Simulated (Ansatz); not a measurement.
C2H9NOSi2

Input

```
crystal:
  periodic: [false, false, false]
  atoms:
    - {symbol: C, position_ang: [-2.150833, -0.268351, -0.271622]}
    - {symbol: C, position_ang: [0.821986, -1.818368, -1.339435]}
    - {symbol: N, position_ang: [0.851169, -0.534263, -0.834379]}
    - {symbol: O, position_ang: [0.009068, -2.654255, -0.999775]}
    - {symbol: Si, position_ang: [-0.408675, -0.193150, 0.415416]}
    - {symbol: Si, position_ang: [2.056487, 0.666160, -1.348894]}
    - {symbol: H, position_ang: [-2.270688, 0.420876, -1.122604]}
    - {symbol: H, position_ang: [-2.379668, -1.290010, -0.607956]}
    - {symbol: H, position_ang: [-2.876690, 0.018543, 0.507078]}
    - {symbol: H, position_ang: [-0.072547, 1.200240, 0.837999]}
    - {symbol: H, position_ang: [-0.213227, -1.102766, 1.574774]}
    - {symbol: H, position_ang: [2.892379, 0.019876, -2.398061]}
    - {symbol: H, position_ang: [1.381072, 1.870260, -1.906829]}
    - {symbol: H, position_ang: [2.910741, 1.082073, -0.202536]}
    - {symbol: H, position_ang: [1.611901, -2.040297, -2.095882]}
basis:
  gaussian: {orbitals: def2-SVPD}
hamiltonian: {xc: {name: PBE0}}
output: {forces: true, orbitals: {seedname: orbitals}}
```

Command:

```sh
ansatz run input.yaml --threads 2 --pin off --max-ram 5220MiB --events-out events.jsonl --progress --plain --runs-dir runs
```

Geometry: B3LYP/def2-SVP.

The calculation used isolated molecule in a Gaussian basis; Kohn-Sham density functional theory, functional PBE0 in Ansatz.

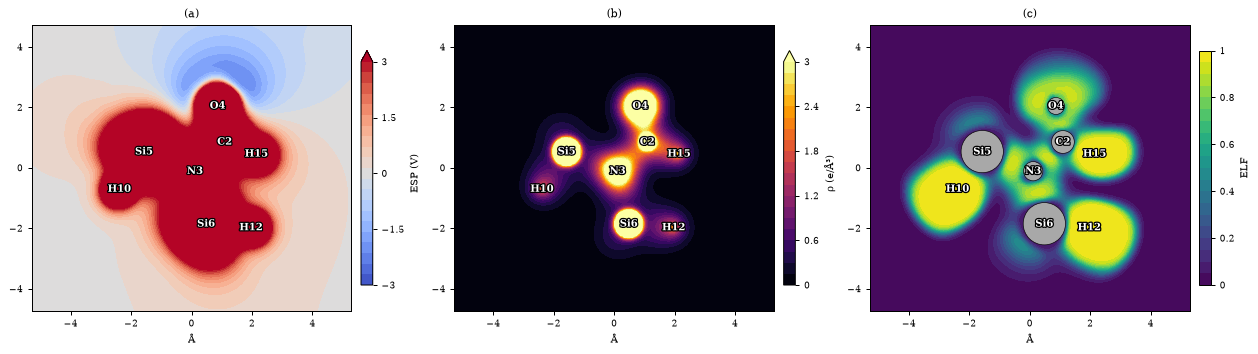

Figure 1. (a) electrostatic potential; (b) electron density; (c) electron localisation function on the plane of atoms N3, C2 and H15. Grey discs cover the atomic cores in the ELF map.

### Describe what can be read from this map.

The section cuts through C, N, O, Si and H sites. C–O (1.21 Å): the density is about 3.3 e/Å³ at the midpoint; the ELF peaks at about 0.85 between the atoms; a short, multiple covalent bond. C–N (1.38 Å): ρ is about 2.2 e/Å³ halfway; the ELF peaks at about 0.90 between the atoms (localised, covalent bonding). Si–N (1.78 Å): the density is about 0.99 e/Å³ at the midpoint; the ELF peaks at about 0.90 between the atoms: a shared but strongly polarised pair. C–H (1.12 Å): ρ is about 2 e/Å³ halfway; the ELF climbs to about 1 towards the hydrogen, as it does in any bond to H; a covalent bond by its length. Si–H (1.49 Å): the density is about 0.77 e/Å³ at the midpoint; the ELF climbs to about 1 towards the hydrogen. The ELF also peaks beside O4, away from the bonds: lone-pair regions. Outside the dense part of the molecule the potential is most negative (−2.1 V) near O4.

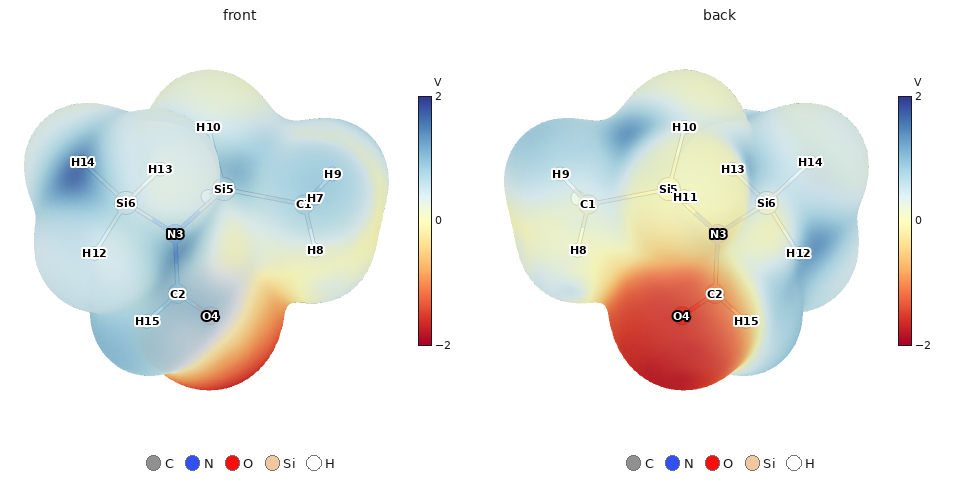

Figure 2. The molecular electrostatic potential painted on the density surface at 0.002 e/bohr³, seen from the front and from behind; red is negative and blue positive.

### Describe the electrostatic potential map.

The most negative region (about −1.8 V) lies over O4, the most positive (about +1.5 V) over Si6. O4 is the likeliest acceptor of a hydrogen bond.

### What dipole moment does the calculation give?

Its dipole moment is 2.57 D.

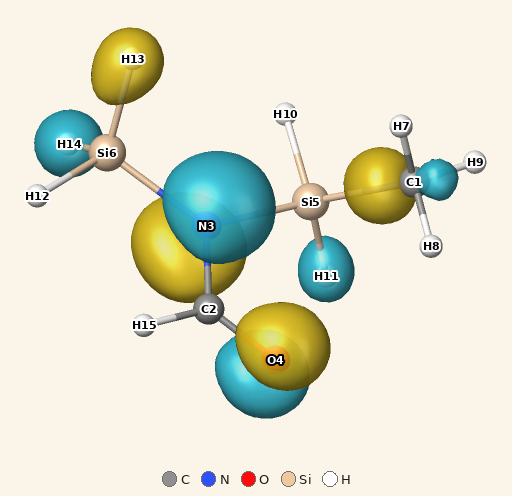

Figure 3. The HOMO−1 at ±0.15 Å⁻³ᐟ² (yellow and cyan are the two phases), seen at a tilt.

### Describe this orbital and give its energy.

By Hirshfeld shares it lies mainly on N3 (about 35 %), O4 (about 20 %), Si5 (about 5 %) and C2 (about 5 %). Its energy is −8.02 eV.
